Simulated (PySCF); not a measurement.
C$_{3}$H$_{7}$BrSi$_{2}$ (SMILES [SiH3]CC#C[SiH2]Br)

| atom | x (Å) | y (Å) | z (Å) |
| --- | --- | --- | --- |
| Si | -2.4050 | 0.2631 | 0.4140 |
| C | -1.2447 | -1.0310 | -0.4042 |
| C | 0.1225 | -0.6052 | -0.3360 |
| C | 1.2663 | -0.2244 | -0.2640 |
| Si | 2.9756 | 0.4131 | -0.1241 |
| Br | 2.8289 | 2.3821 | 0.9336 |
| H | -3.7656 | -0.2651 | 0.2907 |
| H | -2.0239 | 0.4053 | 1.8172 |
| H | -2.2669 | 1.5272 | -0.3051 |
| H | -1.5213 | -1.1731 | -1.4514 |
| H | -1.3447 | -1.9961 | 0.0982 |
| H | 3.8104 | -0.4164 | 0.7333 |
| H | 3.5640 | 0.7210 | -1.4200 |

Geometry: GFN2-xTB.

Method: PySCF 2.14.0, B3LYP/def2-SVPD, SCF density, gas phase.

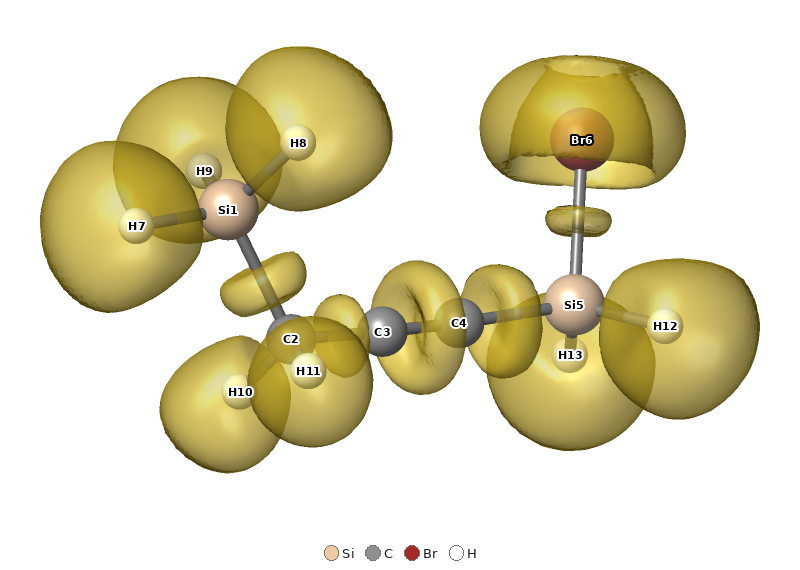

Figure 1. Isosurface of the ELF at 0.8 (yellow), seen at a tilt. Core shells and regions of very low density are left out.

Identify the bonds, lone pairs and shells in this picture.

The surface consists of one region between bonded Br–Si atoms (shared pairs), two regions between bonded C–C atoms (shared pairs), two regions between bonded C–Si atoms (shared pairs), seven regions around hydrogen nuclei and one ring or bowl of non-bonding electrons around Br.


C–C (1.21 Å): the ELF peaks at about 0.85 between the atoms; a short, multiple covalent bond. C–Si (1.83 Å): the ELF peaks at about 0.95 between the atoms, as expected for a shared electron pair.

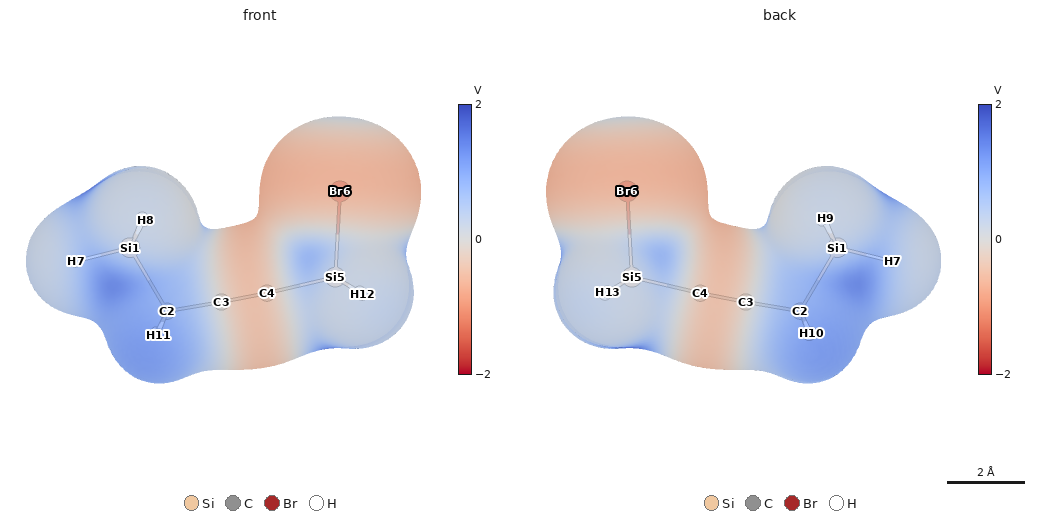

Figure 2. The electrostatic potential painted on the density surface at 0.002 e/bohr³, seen from the front and from behind; the colour scale runs from red (negative) to blue (positive).

Where is the surface potential most negative and most positive?

The most negative region (about −0.7 V, or −16 kcal/mol for a unit charge) lies over Br6, the most positive (about +1.5 V, or +35 kcal/mol for a unit charge) over Si1 and Si5. Br6 shows a σ-hole: about +0.1 V at the tip opposite its bond, against about −0.6 V, or −14 kcal/mol for a unit charge on its flanks.

How polar is the molecule by this calculation?

Its dipole moment is 2.89 D.
